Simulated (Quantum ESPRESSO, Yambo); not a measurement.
# SrTiO3 (Tausonite): Bethe-Salpeter spectra with Yambo, part 3 of 4

How far does the k mesh set the exciton binding of SrTiO3 (Tausonite)?

Quantum ESPRESSO 7.5 and Yambo 5.3.0; PBE and many-body steps on it, plane waves. Known limits of the many-body steps: not at the basis limit; no spin-orbit coupling; coarse k mesh; bindings not settled in the k mesh.

So far. Step 8 (Triplet (no exchange term)): The lowest triplet lies at 3.438 eV; without spin-orbit coupling triplets are dark, so no spectrum is read. Step 9 (Empty states on the mesh, 6×6×6 mesh, 33 bands): On this mesh the gap is 1.908 eV.

### 11. k mesh (6×6×6)

This step: Bethe-Salpeter equation on PBE with a scissors shift, plane waves, norm-conserving pseudopotentials.

File bse6.in:

```
optics
bss
bse
em1s
dipoles
rim_cut
RandQpts= 1000000
RandGvec= 1 RL
Chimod= "HARTREE"
BSKmod= "SEX"
BSEmod= "resonant"
BSSmod= "d"
BSENGexx= 20 Ry
BSENGBlk= 4 Ry
% BSEQptR
 1 | 1 |
%
% BSEBands
 18 | 23 |
%
% BEnRange
 0 | 6 | eV
%
% BDmRange
 0.1 | 0.1 | eV
%
BEnSteps= 121
% BLongDir
 1 | 0 | 0 |
%
% BndsRnXs
 6 | 33 |
%
NGsBlkXs= 4 Ry
% LongDrXs
 1 | 1 | 1 |
%
% KfnQP_E
 1.626 | 1.0 | 1.0 |
%
WRbsWF
FFTGvecs= 34 Ry
```

Started as:

```console
$ OMP_NUM_THREADS=1 mpirun -n 8 yambo -F bse6.in -J bse6 -C bse6 > bse6.log
```

Log:

```text
 Yambo, version 5.3.0

 [02] CORE Variables Setup
 =========================

  [... cell, symmetries and grids as in the set-up ...]

  [02.05] Energies & Occupations
  ==============================

  [X] === General ===
  [X] Electronic Temperature                        :  0.000000  0.000000 [eV K]
  [X] Bosonic    Temperature                        :  0.000000  0.000000 [eV K]
  [X] Finite Temperature mode                       : no
  [X] El. density                                   :  0.67159E+24 [cm-3]
  [X] Fermi Level                                   :  10.04689 [eV]

  [X] === Gaps and Widths ===
  [X] Conduction Band Min                           :  1.907625 [eV]
  [X] Valence Band Max                              :  0.000000 [eV]
  [X] Filled Bands                                  :  20
  [X] Empty Bands                                   :   21   33
  [X] Direct Gap                                    :  2.262758 [eV]
  [X] Direct Gap localized at k                     :  1
  [X] Indirect Gap                                  :  1.907625 [eV]
  [X] Indirect Gap between kpts                     :  20   1
  [X] Last valence band width                       :  1.060244 [eV]
  [X] 1st conduction band width                     :  2.609049 [eV]

 [03] Transferred momenta grid and indexing
 ==========================================

 [BZ sampling] Q-grid is User defined and/or read from the database

 IBZ Q-points                                      :  20
 BZ  Q-points                                      :  216

 K/Q-points units:
 rlu = crystal or reduced units; cc = cartesian coordinates; iku = interal k-units

 Q [ 1]         [rlu]:  0.000000  0.000000  0.000000
 Q [ 2]         [rlu]:  0.000000  0.000000  0.166667
[...]
X band range                                     :    6   33
  X e/h energy range                               : -1.000000 -1.000000 [eV]
  X Time ordering                                  : T
  X Hxc Kernel                                     : HARTREE
  X Drude frequency                                :  0.000000  0.000000
  X poles                                          :  100.0000 [o/o]
  RL vectors in the sum                            :  1365
  [r,Vnl] included                                 : yes
  Field direction                                  :  0.577350E-5  0.577350E-5  0.577350E-5
  BZ energy Double Grid                            : no
  BZ energy DbGd points                            : 0
  BZ Q point size factor                           : -1.000000
  X Optical Averaged directions                    : none

 [08] Bethe Salpeter Equation driver
 ===================================

  [08.01] Bethe Salpeter Equation @q1
  ===================================

   [08.01.01] Transition pre-analysis @q1
   ======================================

   [08.01.02] Transition Groups build-up @q1
   =========================================

   [BSK] Transition groups (total):   80
   [BSK] Size (resonant):  1944
   [BSK]         (total):  1944
   [BSK] N. of matrices :  1

   [08.01.03] Loading Dipoles @q1
   ==============================

   [08.01.04] Independent Particles properties @q1
   ===============================================

   ==========================================================

   [BSE] Exchange components :   691
   [BSE] Correlation components :   81  301

    [08.01.05.01] Screened interaction header I/O
    =============================================

    [08.01.05.02] Main kernel loop
    ==============================

    [08.01.05.03] Wave-Function Phases
    ==================================

    [BSE] WF phases found       :  22.50000 [o/o]

   [08.01.06] BSE solver(s) @q1
   ============================

   [SLK-Digonalization]  Pools        :  2
   [SLK-Digonalization]  BLACS grid   :  2  2

   [08.01.07] Diago Solver @q1
   ===========================

 [11] Game Over & Game summary
```

Run time: 39 s. Hardware: 8 MPI ranks of Arm Neoverse V1, shared host; peak memory 3.2 GiB; 4.4 min of CPU time.

This step gave:

| Quantity | Value |
| --- | --- |
| transitions in the window | 1944 |
| direct gap of the transition levels | 3.889 eV |
| lowest state | 3.579 eV |
| first strong exciton (over a fiftieth of the strongest listed) | 3.586 eV |
| binding of the lowest state below the direct gap | 0.3097 eV |
| Coulomb term of one mesh cell | 0.3002 eV |

The binding is 1.0 times the screened Coulomb term of one mesh cell (0.30 eV), so it is not shown settled.

The lowest state lies at 3.579 eV, 0.310 eV under the direct gap.

The window of bands is narrower than in the first exciton run, so this row is not like for like with it.

### 12. Triplet (no exchange term)

bse7.in, as its differences from bse6.in of step 11:

```diff
@@ -12,3 +12,3 @@
 BSSmod= "d"
-BSENGexx= 20 Ry
+BSENGexx= 1 RL
 BSENGBlk= 4 Ry
```

Started as:

```console
$ OMP_NUM_THREADS=1 mpirun -n 8 yambo -F bse7.in -J bse7,bse6_W -C bse7 > bse7.log
```

Log:

```text
 Yambo, version 5.3.0

 [02] CORE Variables Setup
 =========================

  [... cell, symmetries and grids as in the set-up ...]

  [02.05] Energies & Occupations
  ==============================

  [X] === General ===
  [X] Electronic Temperature                        :  0.000000  0.000000 [eV K]
  [X] Bosonic    Temperature                        :  0.000000  0.000000 [eV K]
  [X] Finite Temperature mode                       : no
  [X] El. density                                   :  0.67159E+24 [cm-3]
[...]
=========================================

  [WARNING] [r,Vnl^pseudo] included in position and velocity dipoles.

  [WARNING] In case H contains other non local terms, these are neglected

 [07] Static Dielectric Matrix
 =============================

    [08.01.05.02] Main kernel loop
    ==============================

    [08.01.05.03] Wave-Function Phases
    ==================================

    [BSE] WF phases found       :  22.50000 [o/o]

   [08.01.06] BSE solver(s) @q1
   ============================

   [SLK-Digonalization]  Pools        :  2
   [SLK-Digonalization]  BLACS grid   :  2  2

   [08.01.07] Diago Solver @q1
   ===========================

 [11] Game Over & Game summary
```

It took 52 s on 8 MPI ranks; peak memory 3.2 GiB.

The lowest triplet lies at 3.576 eV; without spin-orbit coupling triplets are dark, so no spectrum is read.

### 13. Empty states on the mesh, 8×8×8 mesh, 33 bands

This step: Quantum ESPRESSO 7.5; DFT, PBE, plane waves, norm-conserving pseudopotentials.

File pw.in:

```
&control
  calculation = 'nscf'
  prefix = 'x'
  outdir = 'o'
  pseudo_dir = 'pseudo'
/
&system
  ibrav = 0
  nat = 5
  ntyp = 3
  ecutwfc = 76.0
  nbnd = 33
  force_symmorphic = .true.
/
&electrons
  conv_thr = 1e-9
  electron_maxstep = 80
  diago_full_acc = .true.
  diago_thr_init = 5e-6
/
ATOMIC_SPECIES
  Sr 87.62 Sr.upf
  Ti 47.867 Ti.upf
  O 15.999 O.upf
CELL_PARAMETERS angstrom
  3.9052800000 0.0000000000 0.0000000000
  0.0000000000 3.9052800000 0.0000000000
  0.0000000000 0.0000000000 3.9052800000
ATOMIC_POSITIONS crystal
  Sr 0.5000000000 0.5000000000 0.5000000000
  Ti 0.0000000000 0.0000000000 0.0000000000
  O 0.5000000000 0.0000000000 0.0000000000
  O 0.0000000000 0.5000000000 0.0000000000
  O 0.0000000000 0.0000000000 0.5000000000
K_POINTS automatic
  8 8 8 0 0 0
```

Started as:

```console
$ OMP_NUM_THREADS=1 mpirun -n 8 pw.x -nk 4 -in pw.in > pw.out
```

Log:

```text
[banner, memory and clock lines left out]
Program PWSCF v.7.5 starts

     Atomic positions and unit cell read from directory:
     o/x.save/

     Message from routine setup:
     using ibrav=0 with symmetry is DISCOURAGED, use correct ibrav instead

     bravais-lattice index     =            0
     lattice parameter (alat)  =       7.3799  a.u.
     unit-cell volume          =     401.9325 (a.u.)^3
     number of atoms/cell      =            5
     number of atomic types    =            3
     number of electrons       =        40.00
[...]
8.8811   9.6918   9.6918   9.6918  11.9545  11.9545  11.9545  14.4348
[...]
26.9192

          k = 0.0000 0.0000 0.1250 (  4509 PWs)   bands (ev):

[...]
26.8981

          k = 0.0000 0.0000 0.2500 (  4504 PWs)   bands (ev):

[...]
8.3896   8.4494   9.4518   9.4518  12.0359  13.0094  13.0094  14.4439
    15.7343  16.4239  16.4352  17.6681  18.3064  18.9967  18.9967  24.9041
    26.5697

          k = 0.0000 0.0000 0.3750 (  4500 PWs)   bands (ev):

     [... further k-points ...]

     highest occupied, lowest unoccupied level (ev):    10.0469   11.9545

     XML data file, pseudopotentials, collected wavefunctions
```

Wall time 9.8 s (8 MPI ranks); peak memory 0.42 GiB.

Numbers from this step:

* gap: 1.908 eV
* k of the valence top: -0.5, -0.5, -0.5
* k of the conduction bottom: 0, 0, 0
* least direct gap: 2.263 eV
* k points computed: 35
* lowest point of the top converged band, above the valence top: 12.05 eV

On this mesh the gap is 1.908 eV.

### 14. Conversion and set-up

This step: Yambo 5.3.0; conversion and set-up on PBE, plane waves, norm-conserving pseudopotentials.

Started as:

```console
$ (cd o/x.save; p2y > p2y.log; mv SAVE ../..); yambo > setup.log
```

Log:

```text
 Yambo, version 5.3.0

 [02] CORE Variables Setup
 =========================

  [02.01] Unit cells
  ==================

  Cell kind             :  CUB
  Atoms in the cell     :  Sr  Ti  O
  number of Sr atoms    :  1
  number of Ti atoms    :  1
  number of O  atoms    :  3

  List of atomic masses
  Mass of Sr    :  87.62000
  Mass of Ti    :  47.86700
  Mass of O     :  15.99900

  List of atomic coordinates    : [cc]
  Sr1       :  3.689955  3.689955  3.689955  order 1
  Ti1       :  0.000000  0.000000  0.000000  order 2
  O1       :  3.689955  0.000000  0.000000  order 3
[...]
K/Q-points units:
 rlu = crystal or reduced units; cc = cartesian coordinates; iku = interal k-units

 Q [ 1]         [rlu]:  0.000000  0.000000  0.000000
 Q [ 2]         [rlu]:  0.000000  0.000000  0.125000
 Q [ 3]         [rlu]:  0.000000  0.000000  0.250000
[...]
Q [ 8]         [rlu]:  0.000000  0.125000  0.375000
 Q [ 9]         [rlu]:  0.000000  0.125000 -0.500000
 Q [10]         [rlu]:  0.000000  0.250000  0.250000
     [... 23 further rows ...]
 Q [34]         [rlu]:  0.375000 -0.500000 -0.500000
 Q [35]         [rlu]: -0.500000 -0.500000 -0.500000

  [03.01] X indexes
  =================

   [03.01.01] Sigma indexes
   ========================

 [06] Game Over & Game summary
```

It took 5.2 s on 1 MPI rank; peak memory 0.26 GiB.

### 15. k mesh (8×8×8)

This step: Bethe-Salpeter equation on PBE with a scissors shift, plane waves, norm-conserving pseudopotentials.

bse9.in, as its differences from bse7.in of step 12:

```diff
@@ -12,3 +12,3 @@
 BSSmod= "d"
-BSENGexx= 1 RL
+BSENGexx= 20 Ry
 BSENGBlk= 4 Ry
@@ -18,3 +18,3 @@
 % BSEBands
- 18 | 23 |
+ 18 | 22 |
 %
```

Started as:

```console
$ OMP_NUM_THREADS=1 mpirun -n 8 yambo -F bse9.in -J bse9 -C bse9 > bse9.log
```

Log:

```text
 Yambo, version 5.3.0

 [02] CORE Variables Setup
 =========================

  [... cell, symmetries and grids as in the set-up ...]

  [02.05] Energies & Occupations
  ==============================

  [X] === General ===
  [X] Electronic Temperature                        :  0.000000  0.000000 [eV K]
  [X] Bosonic    Temperature                        :  0.000000  0.000000 [eV K]
  [X] Finite Temperature mode                       : no
  [X] El. density                                   :  0.67159E+24 [cm-3]
[...]
==========================================================

   [BSE] Exchange components :   691
   [BSE] Correlation components :   81  301

    [08.01.05.01] Screened interaction header I/O
    =============================================

    [08.01.05.02] Main kernel loop
    ==============================

    [08.01.05.03] Wave-Function Phases
    ==================================

    [BSE] WF phases found       :  30.47619 [o/o]

   [08.01.06] BSE solver(s) @q1
   ============================

   [SLK-Digonalization]  Pools        :  2
   [SLK-Digonalization]  BLACS grid   :  2  2

   [08.01.07] Diago Solver @q1
   ===========================

 [11] Game Over & Game summary
```

Wall time 2.3 min (8 MPI ranks); peak memory 4.9 GiB; 15 min of CPU time.

This step gave:

| Quantity | Value |
| --- | --- |
| transitions in the window | 3072 |
| direct gap of the transition levels | 3.889 eV |
| lowest state | 3.653 eV |
| first strong exciton (over a fiftieth of the strongest listed) | 3.654 eV |
| binding of the lowest state below the direct gap | 0.2355 eV |
| Coulomb term of one mesh cell | 0.2270 eV |

The binding is 1.0 times the screened Coulomb term of one mesh cell (0.23 eV), so it is not shown settled.

The lowest state lies at 3.653 eV, 0.235 eV under the direct gap.

The ε₂ has structure finer than the step of the table below, so its rows give means over 0.5 eV, whole bins alone (the curve runs from 0 to 6 eV). Peaks (eV: height): BSE 4.00: 4.07, 4.55: 3.95, 5.45: 5.42; no electron-hole interaction 5.05: 4.32, 5.95: 4.80.

Field along x; broadening 0.1 eV; transition window only. Limits: finite bands, cutoff and mesh; no spin-orbit coupling; exciton not shown settled in the k mesh. Table of ε₂ by photon energy; means over each step:

```csv
photon energy (eV),BSE,no electron-hole interaction
0.5,0.0154,0.0111
1.0,0.0203,0.0139
1.5,0.0280,0.0181
2.0,0.0415,0.0246
2.5,0.0697,0.0359
3.0,0.154,0.0594
3.5,1.13,0.143
4.0,3.29,0.902
4.5,3.28,1.68
5.0,2.51,3.73
5.5,3.72,2.12
```

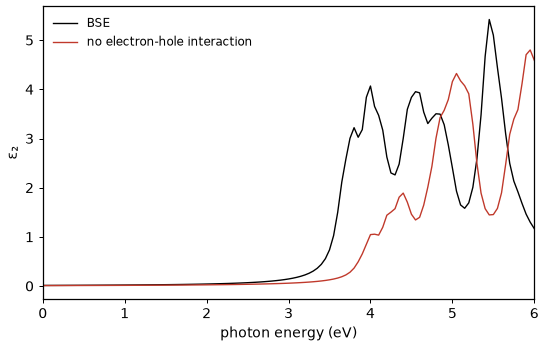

ε₂, plotted against photon energy.

The window of bands is narrower than in the first exciton run, so this row is not like for like with it.

The program warns that the window of bands cuts a degenerate level, which breaks the symmetry of states and spectrum.

### 16. Triplet (no exchange term)

bse10.in, as its differences from bse9.in of step 15:

```diff
@@ -12,3 +12,3 @@
 BSSmod= "d"
-BSENGexx= 20 Ry
+BSENGexx= 1 RL
 BSENGBlk= 4 Ry
```

Started as:

```console
$ OMP_NUM_THREADS=1 mpirun -n 8 yambo -F bse10.in -J bse10,bse9_W -C bse10 > bse10.log
```

Log:

```text
 Yambo, version 5.3.0

 [02] CORE Variables Setup
 =========================

  [... cell, symmetries and grids as in the set-up ...]

  [02.05] Energies & Occupations
  ==============================

  [X] === General ===
  [X] Electronic Temperature                        :  0.000000  0.000000 [eV K]
  [X] Bosonic    Temperature                        :  0.000000  0.000000 [eV K]
  [X] Finite Temperature mode                       : no
  [X] El. density                                   :  0.67159E+24 [cm-3]
[...]
=========================================

  [WARNING] [r,Vnl^pseudo] included in position and velocity dipoles.

  [WARNING] In case H contains other non local terms, these are neglected

 [07] Static Dielectric Matrix
 =============================

    [08.01.05.02] Main kernel loop
    ==============================

    [08.01.05.03] Wave-Function Phases
    ==================================

    [BSE] WF phases found       :  30.47619 [o/o]

   [08.01.06] BSE solver(s) @q1
   ============================

   [SLK-Digonalization]  Pools        :  2
   [SLK-Digonalization]  BLACS grid   :  2  2

   [08.01.07] Diago Solver @q1
   ===========================

 [11] Game Over & Game summary
```

The job ended after 86 s (8 MPI ranks; peak memory 5 GiB).

The lowest triplet lies at 3.651 eV; without spin-orbit coupling triplets are dark, so no spectrum is read.

The program warns that the window of bands cuts a degenerate level, which breaks the symmetry of states and spectrum.

### 17. Empty states on the mesh, 10×10×10 mesh, 33 bands

This step: Quantum ESPRESSO 7.5; DFT, PBE, plane waves, norm-conserving pseudopotentials.

pw.in: that of step 13 with these lines changed.

```diff
@@ -35,2 +35,2 @@
 K_POINTS automatic
-  8 8 8 0 0 0
+  10 10 10 0 0 0
```

Started as:

```console
$ OMP_NUM_THREADS=1 mpirun -n 8 pw.x -nk 4 -in pw.in > pw.out
```

Log:

```text
[banner, memory and clock lines left out]
Program PWSCF v.7.5 starts

     Atomic positions and unit cell read from directory:
     o/x.save/

     Message from routine setup:
     using ibrav=0 with symmetry is DISCOURAGED, use correct ibrav instead

     bravais-lattice index     =            0
     lattice parameter (alat)  =       7.3799  a.u.
     unit-cell volume          =     401.9325 (a.u.)^3
     number of atoms/cell      =            5
     number of atomic types    =            3
     number of electrons       =        40.00
[...]
8.8811   9.6918   9.6918   9.6918  11.9545  11.9545  11.9545  14.4348
[...]
26.9192

          k = 0.0000 0.0000 0.1000 (  4497 PWs)   bands (ev):

[...]
26.9051

          k = 0.0000 0.0000 0.2000 (  4529 PWs)   bands (ev):

[...]
8.5743   8.7162   9.5054   9.5054  12.0102  12.7161  12.7161  14.4417
    15.4009  16.1228  16.1477  17.2021  18.3614  18.8378  18.8378  25.2666
    26.8760

          k = 0.0000 0.0000 0.3000 (  4520 PWs)   bands (ev):

     [... further k-points ...]

     highest occupied, lowest unoccupied level (ev):    10.0469   11.9545

     XML data file, pseudopotentials, collected wavefunctions
```

Wall time 8.5 s (8 MPI ranks); peak memory 0.42 GiB.

This step gave:

```
gap                                                           : 1.908 eV
k of the valence top                                          : -0.5, -0.5, -0.5
k of the conduction bottom                                    : 0, 0, 0
least direct gap                                              : 2.263 eV
k points computed                                             : 56
lowest point of the top converged band, above the valence top : 12.05 eV
```

On this mesh the gap is 1.908 eV.

### 18. Conversion and set-up

This step: Yambo 5.3.0; conversion and set-up on PBE, plane waves, norm-conserving pseudopotentials.

Started as:

```console
$ (cd o/x.save; p2y > p2y.log; mv SAVE ../..); yambo > setup.log
```

Log:

```text
 Yambo, version 5.3.0

 [02] CORE Variables Setup
 =========================

  [02.01] Unit cells
  ==================

  Cell kind             :  CUB
  Atoms in the cell     :  Sr  Ti  O
  number of Sr atoms    :  1
  number of Ti atoms    :  1
  number of O  atoms    :  3

  List of atomic masses
  Mass of Sr    :  87.62000
  Mass of Ti    :  47.86700
  Mass of O     :  15.99900

  List of atomic coordinates    : [cc]
  Sr1       :  3.689955  3.689955  3.689955  order 1
  Ti1       :  0.000000  0.000000  0.000000  order 2
  O1       :  3.689955  0.000000  0.000000  order 3
[...]
Q [ 1]         [rlu]:  0.000000  0.000000  0.000000
 Q [ 2]         [rlu]:  0.000000  0.000000  0.100000
 Q [ 3]         [rlu]:  0.000000  0.000000  0.200000
[...]
Q [ 8]         [rlu]:  0.000000  0.100000  0.200000
 Q [ 9]         [rlu]:  0.000000  0.100000  0.300000
 Q [10]         [rlu]:  0.000000  0.100000  0.400000
     [... 38 further rows ...]
 Q [49]         [rlu]:  0.300000  0.300000 -0.500000
 Q [50]         [rlu]:  0.300000  0.400000  0.400000

 Remaining 6 points informations can be written running with -fatlog

  [03.01] X indexes
  =================

   [03.01.01] Sigma indexes
   ========================

 [06] Game Over & Game summary
```

It took 5.9 s on 1 MPI rank; peak memory 0.27 GiB.

(Continued in part 4 of 4.)

[Paths, hosts, dates, memory and timing lines, banners, echoed tables and standing remarks are left out of the program output.]

[Logs are printed without paths, hosts, clocks, repeated set-up lines and the standing remarks that a program may print on its own settings, such as how far it seeks lower states.]

[Runs of the session that timed out or met a known fault of the program may be left out.]

[Hosts, paths, dates, database ids (printed as entryN), source tags and the programs' standing remarks are cut or masked in the printed files.]
